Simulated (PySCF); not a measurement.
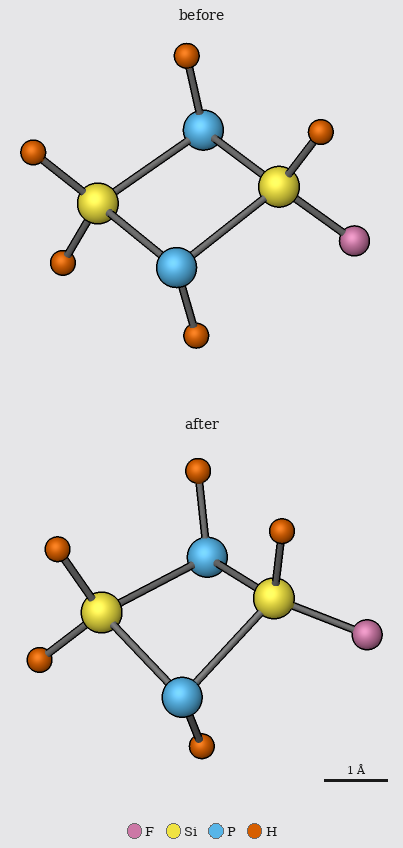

The structure of Si₂P₂H₅F before (top) and after (bottom) a relaxation, at one scale.

A ball-and-stick model, seen at a tilt.

The start comes from GFN2-xTB. Its atoms were then displaced at random by about 0.01 Å.

Method: PySCF, PBE0-D3(BJ)/def2-SVP geometry optimisation, gas phase. 

Q: What changed between the two?

A: The atom that moves furthest after the best rigid fit is an H atom (0.65 Å). Largest moves by element: H 0.65 Å, F 0.52 Å, P 0.39 Å, Si 0.17 Å. Among the contacts that change: H–P 1.365 → 1.435 Å, H–Si 1.448 → 1.490 Å, P–Si 2.317 → 2.287 Å, H–P 1.403 → 1.428 Å. Bond angles that change, for instance: Si–P–Si 83.2° → 77.5°, Si–P–H 94.8° → 89.1°, P–Si–H 119.2° → 113.7°. After 20 geometry steps the energy has fallen by 18.5 kJ/mol.
